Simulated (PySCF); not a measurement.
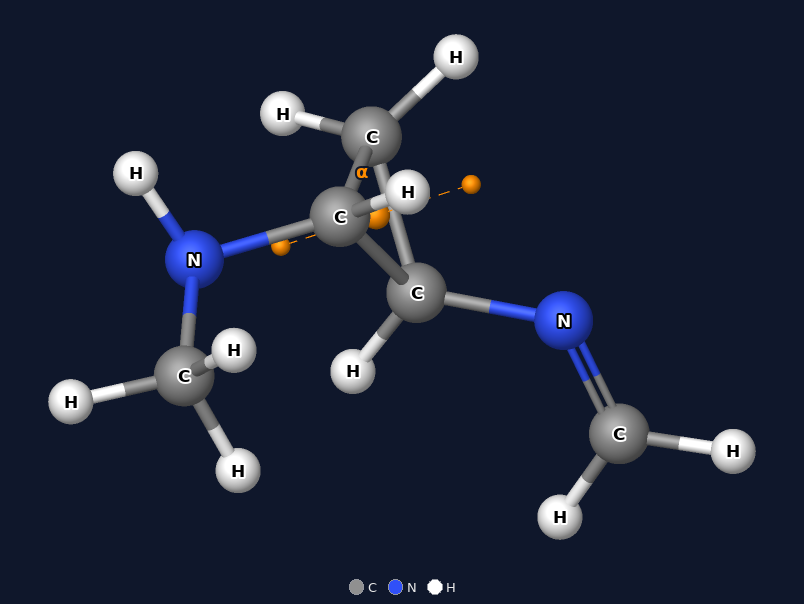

The small points mark where nucleus-independent chemical shifts (NICS) were computed: at the centre of each lettered ring and 1 Å above and below it. The geometry was computed by an optimisation with GFN2-xTB. No frequency run is at hand to confirm it as a minimum. Level of theory: GIAO PBE0/pcSseg-1 NMR shielding, non-relativistic, gas phase (PySCF 2.14.0).

Give NICS(0), NICS(1) and the out-of-plane component NICS(1)zz for each ring (means of the two sides).

```json
{"ring": "α", "members": "C3", "NICS(0)": "−39.6", "NICS(1)": "−6.9", "NICS(1)zz": "−20.3"}
```

Values in ppm.
